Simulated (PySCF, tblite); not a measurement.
# C2H14NPSi4: geometry, infrared bands and NMR shifts

Aim: predict the infrared bands and NMR shifts of C2H14NPSi4 (`CC[Si@]1(N)[SiH2][Si@@H](P)[SiH2]1`).

Programs: tblite 0.8.0 and PySCF 2.14.0, with density-fitted response routines of our own. Each step states its level of theory. These are calculated values for one molecule in the gas phase, unless marked as measured. Atoms are numbered from 0 throughout.

### Step 1. The starting structure

22 atoms, charge 0, multiplicity 1; geometry from: force field or distance geometry start.

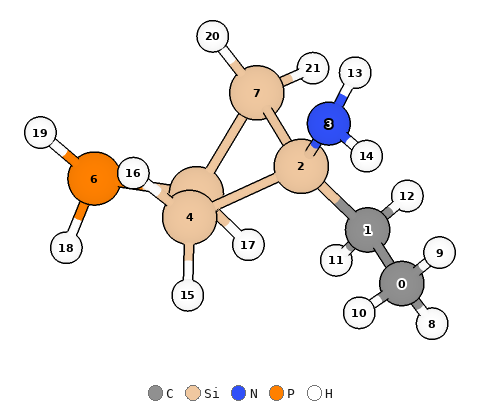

As it starts; carbon grey, silicon light orange, nitrogen blue, phosphorus orange, hydrogen white, atoms numbered.

### Step 2. Relaxing the molecule with GFN2-xTB

What the job is given:

```
{"job": {"kind": "relax", "xc": "GFN2-xTB", "basis": "xTB"}, "charge": 0, "multiplicity": 1}
C     -2.627200     1.316200     0.499300
C     -1.574700     0.830100    -0.441400
Si    -0.718000    -0.728300     0.124400
N     -1.722500    -2.044500     0.682300
Si     1.038900    -0.178000     1.403300
Si     1.900600     0.513400    -0.561500
P      4.050900     0.530600    -0.745400
Si     0.819000    -1.236500    -1.431900
H     -2.924300     2.331200     0.132000
H     -3.476900     0.596000     0.459500
H     -2.219200     1.405600     1.523100
H     -0.782800     1.607400    -0.538200
H     -1.940700     0.644500    -1.460400
H     -2.013200    -2.725100    -0.068300
H     -2.630400    -1.696600     1.105300
H      0.786600     0.886900     2.378100
H      1.753300    -1.340700     1.963400
H      1.211600     1.735800    -0.967900
H      4.595000     1.786900    -0.287900
H      4.752200    -0.630700    -0.257700
H      1.376200    -2.540400    -1.112500
H      0.335200    -1.044600    -2.799300
```

Command:

```bash
$ OMP_NUM_THREADS=1 python probes_run.py task.json out
```

This one command runs all jobs of the session in turn.

**Question.** This job is followed by: GFN2-xTB harmonic vibrations, gas phase; GIAO PBE0/pcSseg-1 NMR shielding, non-relativistic, gas phase. What will the session give for the following? strongest single infrared mode (GFN2-xTB); zero-point energy (GFN2-xTB); 13C shifts against TMS (PBE0/pcSseg-1); 1H shifts against TMS (PBE0/pcSseg-1, means over atoms taken as alike); 29Si shifts against TMS (PBE0/pcSseg-1, means over atoms taken as alike); 15N shifts against NH3 (PBE0/pcSseg-1); 31P shifts against H3PO4 (PBE0/pcSseg-1).

The runs gave:

| quantity | value |
| --- | --- |
| strongest single infrared mode (GFN2-xTB) | 2179 cm⁻¹, 481 km/mol |
| zero-point energy (GFN2-xTB) | 93.8 kcal/mol |
| 13C shifts against TMS (PBE0/pcSseg-1) | 13.8, 11.9 ppm |
| 1H shifts against TMS (PBE0/pcSseg-1, means over atoms taken as alike) | 4.30, 4.30, 3.98, 1.23, 1.18, 0.94, 0.28 ppm |
| 29Si shifts against TMS (PBE0/pcSseg-1, means over atoms taken as alike) | 15.9, -73.7, -94.5 ppm |
| 15N shifts against NH3 (PBE0/pcSseg-1) | 18.4 ppm |
| 31P shifts against H3PO4 (PBE0/pcSseg-1) | -288.4 ppm |

**Reading.** The optimisation took 168 steps and gained 2.357 eV; among the close pairs (by a distance rule), Si2–Si4 changed most, from 2.242 to 2.395 Å. All 60 modes are real, so the xTB geometry is a minimum. The strongest single mode, at 2179 cm⁻¹, moves mainly H21. GFN2-xTB is a fitted tight-binding method: band positions and strengths are rough. Its intensities can rank the bands wrongly.
